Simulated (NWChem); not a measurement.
**UM06-2X/jorge-DZP run of SiClF2 (SMILES F[Si](F)Cl)**

Aim: the vertical ionisation energy of SiClF2 at UM06-2X/jorge-DZP, from 2 runs. 

The results are computed with NWChem 7.3.0.

## Step 1: Starting point

SiClF2 has 4 atoms, charge 0, and is taken as a doublet. As SMILES, `F[Si](F)Cl`. The shape is that of a PBE0-D4/def2-TZVP optimisation.

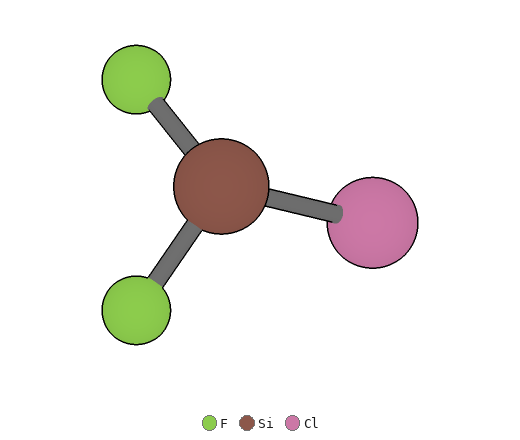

Viewed from a chosen angle; fluorine green, silicon brown, chlorine pink.

## Step 2: The energy at UM06-2X/jorge-DZP

clf2si.nw reads:

```
start clf2si
title "ClF2Si"
memory stack 880 mb heap 220 mb global 1100 mb

geometry noautosym nocenter noautoz
 F     1.308200    0.129000    0.798000
 Si    0.221200   -0.316500   -0.265700
 F    -0.871800   -1.157400    0.514900
 Cl   -0.657600    1.344900   -1.047300
end

basis spherical bse
 * library jorge-DZP
end

dft
 xc m06-2x
 mult 2
 grid fine
 convergence energy 1e-08
 iterations 100
 mulliken
 noprint "final vectors analysis"
end

task dft
```

The run is started by

```sh
$ nwchem clf2si.nw > clf2si.out
```

Log:

```text
[...]
          Wavefunction type:  spin polarized.
          No. of atoms     :     4
          No. of electrons :    49
[...]
          Charge           :     0
          Spin multiplicity:     2
[...]
          AO basis - number of functions:    78
[...]
              XC Information
              --------------
                       M06-2X Method XC Functional
                     Hartree-Fock (Exact) Exchange  0.540
                        M06-2X Exchange Functional  1.000
                      M06-2X Correlation Potential  1.000
[...]
 d= 0,ls=0.0,diis     1   -949.3524495455 -1.17D+03  9.35D-03  2.11D+00     1.5
[...]
 d= 0,ls=0.0,diis    11   -949.4543461227 -1.95D-09  1.49D-07  5.76D-11    14.6
[...]
         Total DFT energy =     -949.454346122715
      One electron energy =    -1748.127987990669
           Coulomb energy =      651.218549911513
    Exchange-Corr. energy =      -70.144223712903
 Nuclear repulsion energy =      217.599315669344
[...]
      Total Density - Mulliken Population Analysis
     ---------------------------------------------
    Atom       Charge   Shell Charges
 -----------   ------   -------------------------------------------------------
    1 F    9     9.31   0.96  1.02  0.88  1.05  4.01  1.40  0.00
    2 Si  14    13.21   0.39  0.80  0.70  0.13  1.96  0.91  0.25  5.33  0.71  1.16  0.32  0.55
    3 F    9     9.31   0.96  1.02  0.88  1.05  4.01  1.40  0.00
    4 Cl  17    17.18   0.27  0.67  1.02  0.95  1.03  0.96  1.00  5.84  0.98  2.75  1.67  0.02
[...]
      <S2> =      0.7520 (Exact =     0.7500)
[...]
```

Run time: 15 s. Hardware: 1 thread of Intel Xeon Platinum 8488C (Sapphire Rapids), shared host; peak memory 0.11 GiB.

## Step 3: The singlet cation at the same level

clf2si.nw reads:

```
START clf2si
TITLE "ClF2Si M06-2X"
memory total 2200 mb
charge 1
GEOMETRY noautosym nocenter noautoz
  F        1.308200       0.129000       0.798000
  Si       0.221200      -0.316500      -0.265700
  F       -0.871800      -1.157400       0.514900
  Cl      -0.657600       1.344900      -1.047300
END
BASIS "ao basis" spherical bse
  * library jorge-DZP
END
DFT
  xc m06-2x
  grid fine
  convergence energy 1e-08
  maxiter 100
  mulliken
  print low
END
TASK dft energy
```

The run is started by

```sh
$ nwchem clf2si.nw > clf2si.out
```

Log:

```text
[...]
 d= 0,ls=0.0,diis     1   -948.8361089574 -1.17D+03  2.37D-02  1.09D+01     1.7
[...]
 d= 0,ls=0.0,diis    11   -949.0772554831 -3.07D-09  8.52D-07  4.76D-10    10.0
         Total DFT energy =     -949.077255483073
      One electron energy =    -1734.751240913264
           Coulomb energy =      637.813426499386
    Exchange-Corr. energy =      -69.738756738539
 Nuclear repulsion energy =      217.599315669344
[...]
      Total Density - Mulliken Population Analysis
     ---------------------------------------------
    Atom       Charge   Shell Charges
 -----------   ------   -------------------------------------------------------
    1 F    9     9.17   0.96  1.02  0.89  1.05  3.97  1.28  0.01
    2 Si  14    12.81   0.39  0.80  0.70  0.13  1.96  0.91  0.02  5.33  0.70  1.12  0.18  0.57
    3 F    9     9.17   0.96  1.02  0.89  1.05  3.97  1.28  0.01
    4 Cl  17    16.85   0.27  0.67  1.02  0.95  1.03  1.00  0.99  5.83  0.95  2.72  1.38  0.03
[...]
```

Run time: 11 s. Hardware: 1 thread of Intel Xeon Platinum 8488C (Sapphire Rapids), shared host; peak memory 0.11 GiB.

## Step 4: What came out

Level: UM06-2X/jorge-DZP.

```
                                          quantity          value
                      doublet SiClF2: total energy  -949.45435 Eh
                     doublet SiClF2: dipole moment         1.37 D
                              doublet SiClF2: ⟨S²⟩          0.752
                      singlet cation: total energy  -949.07726 Eh
vertical ionisation energy (to the singlet cation)      10.261 eV
```

In words: The vertical ionisation energy comes to 10.26 eV (990 kJ/mol). Only the singlet of the ionised species was computed; a triplet could lie lower.
